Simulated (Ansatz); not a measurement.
Fields on a plane of W (bcc, W type)

```
W
1.0
   -1.59183     1.59183     1.59183
    1.59183    -1.59183     1.59183
    1.59183     1.59183    -1.59183
W
1
Direct
  0.00000   0.00000   0.00000
```

The slice is a {211} plane (indices of the conventional cell) through the point (0.000, 0.000, 0.000) (fractional), spanned by u = [111] and v = [1 0 -1] in vectors of this cell: u (2.76 Å) and v (4.50 Å, at 90° to u). It covers one period; positions are fractions (u, v).

Atoms on it: W at (0.00, 0.00).

Calculation: PBE (plane waves to 420 eV, PAW, scalar-relativistic; Ansatz, an electronic-structure program). k mesh 20×20×20. Near the nuclei the fields are pseudised (PAW); where an atom keeps semicore shells as valence, they peak there. Spin-orbit coupling is left out, though W is heavy. The PAW data are Ansatz's earlier set. W is run without spin polarisation. W was relaxed with its symmetry unable to fall.

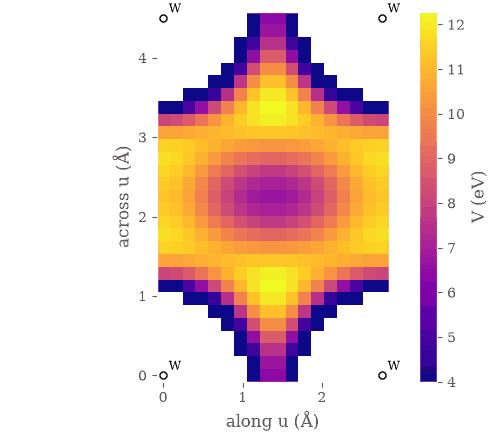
Electrostatic potential energy of an electron, from the cell's mean, in eV, one period of the plane, atoms marked. Points within 1 Å of a nucleus are left white, as the pseudised field means little there. Values under 4 eV are set to 4. The zero, the cell's mean, hangs on the PAW cores.

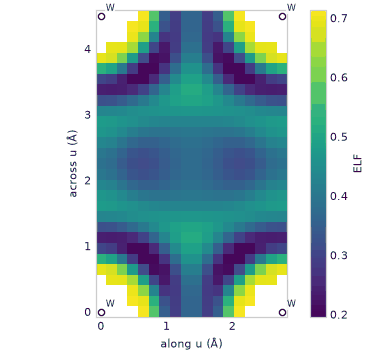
Electron localisation function (ELF), one period of the plane, atoms marked. Points within 0.5 Å of a nucleus are left white, as the pseudised field means little there.

- Density on the W–W line (2.76 Å) at its midpoint = 0.40 e/Å³
- ELF at that point = 0.4
